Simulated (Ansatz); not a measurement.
H2···CH3 (doublet)

Input

```
crystal:
  periodic: [false, false, false]
  atoms:
    - {symbol: H, position_ang: [1.491104, 0.100297, -1.000133]}
    - {symbol: C, position_ang: [-0.897274, -0.060360, 0.601880]}
    - {symbol: H, position_ang: [2.111029, 0.142132, -1.415966]}
    - {symbol: H, position_ang: [-0.921907, 1.016627, 0.681665]}
    - {symbol: H, position_ang: [-1.413990, -0.553870, -0.208262]}
    - {symbol: H, position_ang: [-0.368861, -0.644727, 1.340915]}
basis:
  gaussian: {orbitals: def2-TZVPP}
magnetization: {spin_polarized: true, initial_magnetization: 1}
hamiltonian: {xc: pbe0, dispersion: d4}
output: {orbitals: {seedname: orbitals}}
```

Run with:

```sh
ansatz run in.yaml --threads 2 --pin off --events-out ev --progress --plain --max-ram 4352MiB
```

The product side of a reaction path; geometry: PBE0-D4/def2-TZVP.

Computed with UKS PBE0-D4/def2-TZVPP in Ansatz.

> What can the converged electron density, electron localisation function and spin density tell about the bonding?

C–H (1.08 Å): ρ is about 2 e/Å³ halfway; the ELF climbs to about 1 towards the hydrogen, as it does in any bond to H (an ordinary covalent bond to hydrogen).
The unpaired spin (1 electron) lies mostly on C2 (about 0.8), in electrons by Hirshfeld's partition.

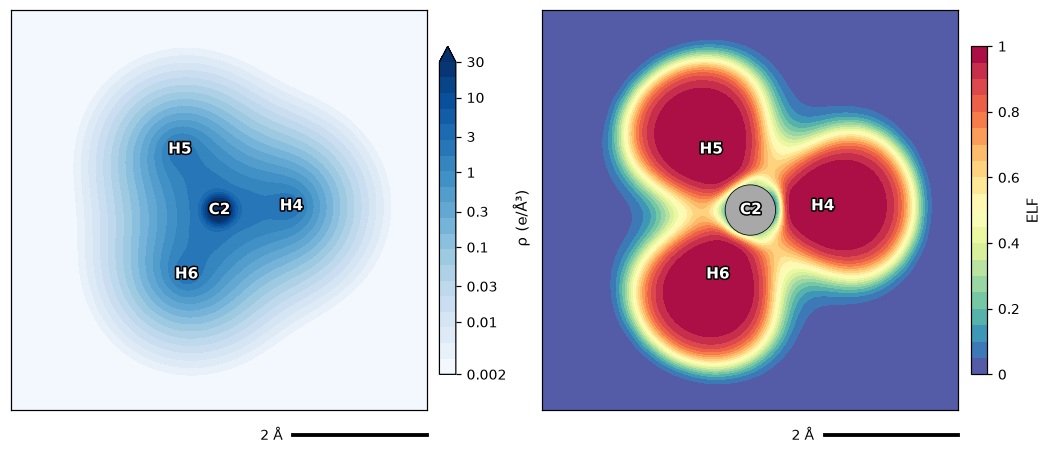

Computed electron density and electron localisation function on the plane of atoms H4, C2 and H5, in this order. Grey discs cover the atomic cores in the ELF map. 
